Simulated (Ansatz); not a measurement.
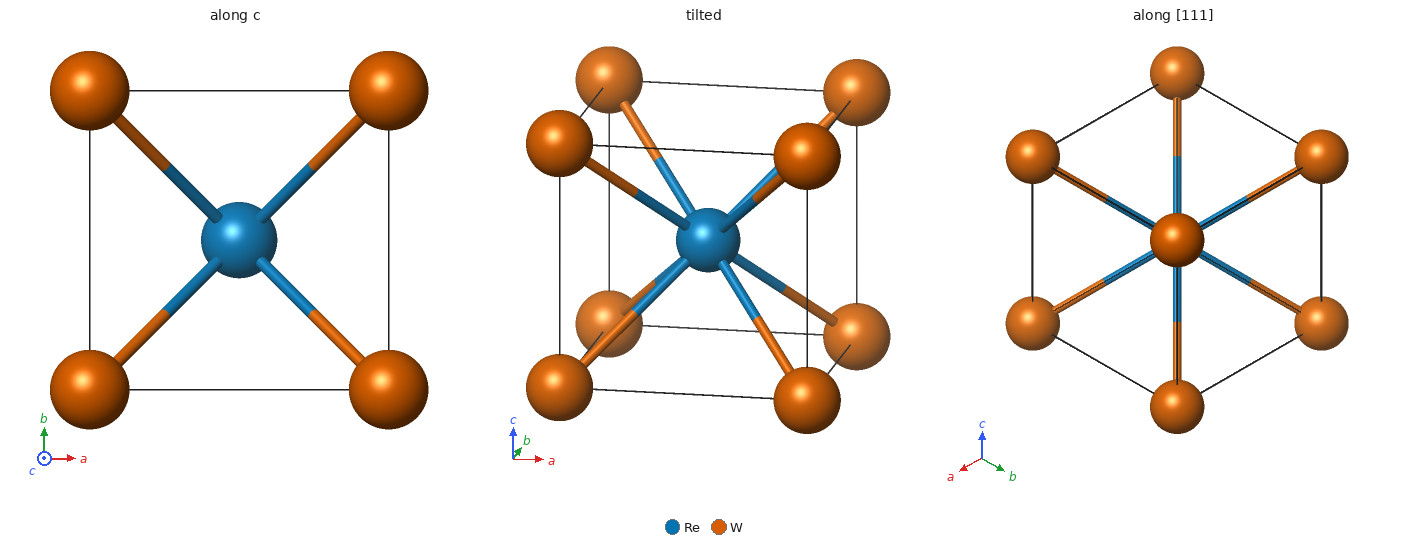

A ball-and-stick rendering, viewed along the c axis, slightly off an axis and along [111]. Lines trace the edges of the conventional unit cell.

> What is the formula unit?

ReW. The cell holds 1 Re, 1 W, counting shared atoms by their share.

> What lattice type does the structure have?

Primitive cubic.

> Name the space group.

Pm-3m (No. 221), with Re on 1b and W on 1a.

> What is the name of this structure type?

Caesium chloride (CsCl, B2) type.

> Which atoms are bonded to Re?

Eight W in a cubic arrangement. Not all metal-metal contacts are counted.

> What kind of network do the bonds form?

The bonds build a three-dimensional framework.

Its origin is a textbook structure type filled with these elements (whether it is the usual form wasn't checked). Relaxation method: DFT PBE, scalar-relativistic, plane waves, PAW (Ansatz 0.2.0).
